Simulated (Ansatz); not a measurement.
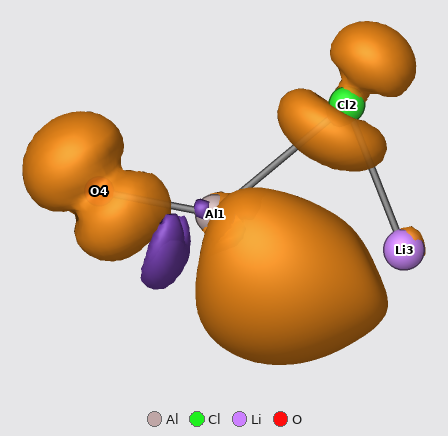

Figure. AlClLiO (doublet). Isosurfaces of the spin density (α minus β) at +0.015 (orange) and −0.015 e/Å³ (purple), seen across its widest extent.

Geometry: BLYP-D3(BJ)/def2-SVP.

These are results of isolated molecule in a Gaussian basis; Kohn-Sham density functional theory, functional PBE0 in Ansatz 0.2.0, not measurements.

```xyz
4

Al   -0.3764   -0.8411    0.2586
Cl   -1.1697    1.2859   -0.4907
Li    0.8680    1.5414    0.2274
O    -1.1517   -2.2990    0.2724
```

Question: Which atoms carry the spin?

Answer: The unpaired spin (1 electron) lies mostly on Al1 (about 0.4), O4 (about 0.3), Li3 (about 0.2) and Cl2 (about 0.1), in electrons by Hirshfeld's partition.
